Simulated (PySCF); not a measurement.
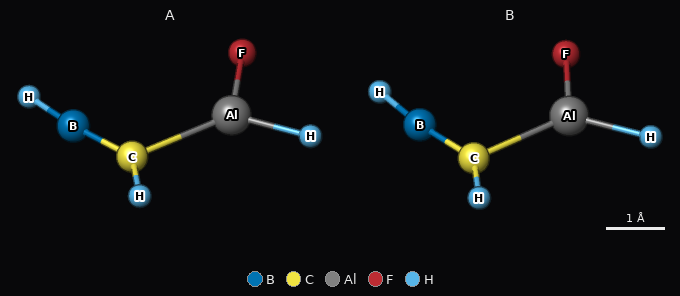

Two geometries of CH3AlBF, drawn at one scale. One is the start of a relaxation, the other its converged end. The picture is a ball-and-stick view, seen from a free direction.

Computed with RKS PBE0-D4/def2-TZVP, density fitting in PySCF 2.14.0. 

Which geometry has the lower energy?

Answer. Structure B is the relaxed one. The largest move after the best rigid fit is that of the F atom, 0.28 Å. Largest moves by element: F 0.28 Å, H 0.22 Å, B 0.11 Å, C 0.05 Å, Al 0.04 Å. Near-neighbour distances that change, for instance: Al–H 1.527 → 1.574 Å, Al–C 1.967 → 1.920 Å, B–H 1.149 → 1.175 Å, B–C 1.376 → 1.357 Å. Bond angles that change, for instance: F–Al–H 109.9° → 117.8°, C–Al–F 125.2° → 118.6°, B–C–Al 109.1° → 103.1°. The energy falls by 10.2 kJ/mol in 10 geometry steps. The run took 2.5 min on 2 threads of Arm Neoverse V1, on a shared host.
